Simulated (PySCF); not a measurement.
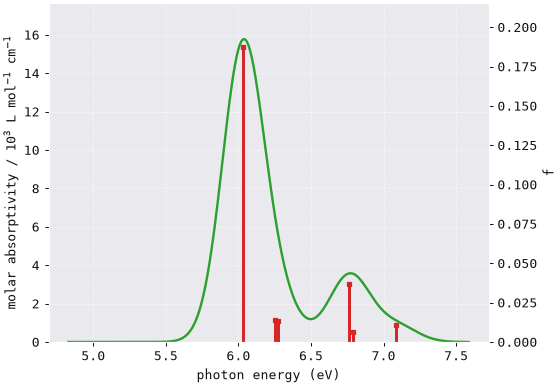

Vertical TDDFT excitations, PBE0/def2-SVPD, PySCF 2.14.0, at a GFN2-xTB geometry (no frequency check), gas phase. The lowest 6 singlet states are shown; each is broadened by a Gaussian of 1/e half-width 0.20 eV. Sticks give oscillator strengths (right axis).

Whose absorption spectrum is this?
A. C₄H₉NSi₂, SMILES N#C[C@@H]1C[Si@@H]1C[SiH3]
B. C₄H₆F₂O₂, SMILES F[C@@H]1C[C@H](F)OCO1
C. C₂H₂N₂S (1,2,4-thiadiazole), SMILES c1ncsn1
D. C₆H₅Br (bromobenzene), SMILES Brc1ccccc1

Option A. Its lowest singlet lies at 6.03 eV (f = 0.187) and the brightest of those computed is S1 at 6.03 eV (206 nm), f = 0.187, mainly HOMO → LUMO (89 %).

Caveats: the tight-binding geometry is rougher than a DFT one and adds to the error; one conformer of a flexible molecule; core orbitals are frozen in the response.
